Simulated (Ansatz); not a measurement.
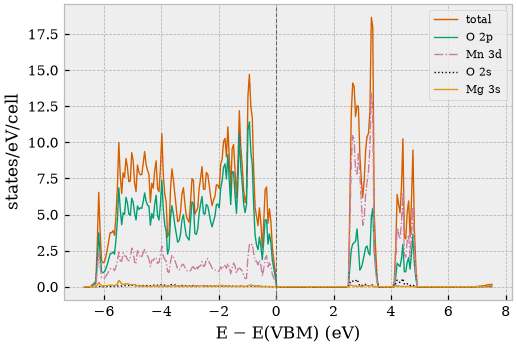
Total and projected density of states of MgMnO$_{3}$ in space group R-3 (No. 148; Mg on 6c, Mn on 6c, O on 18f), DFT-r²SCAN in the program Ansatz with PAW potentials

Question: Which orbitals carry the states next to the gap?

Answer: Top 1 eV of the valence band: O 2p 71 %, Mn 3d 27 %. Bottom 1 eV of the conduction band: Mn 3d 71 %, O 2p 25 %. Projections are on Löwdin-orthogonalised atomic valence shells; empty p or d shells of many metals are not among them.

Question: Where is the tallest occupied peak in this window, and what makes it?

Answer: Near -0.9 eV, about 15 states/eV per cell; the largest projected share is O 2p.

The workflow started from a Materials Project entry (that database holds measured and hypothetical structures alike); the Crystallography Open Database copy checked does not list it. Its standing as an ambient phase is unchecked. The r²SCAN relaxation kept the symmetry of its start; its stability against distortions is not shown here. Magnetic state: ferromagnetic, chosen from 4 collinear starts compared on coarse meshes (ties went to the first, and starts can fall back to one state), not a proven ground state. Other orbital occupations within this spin state were not tried. No Hubbard U is applied.

Potentials: the later of the program's two PAW sets.
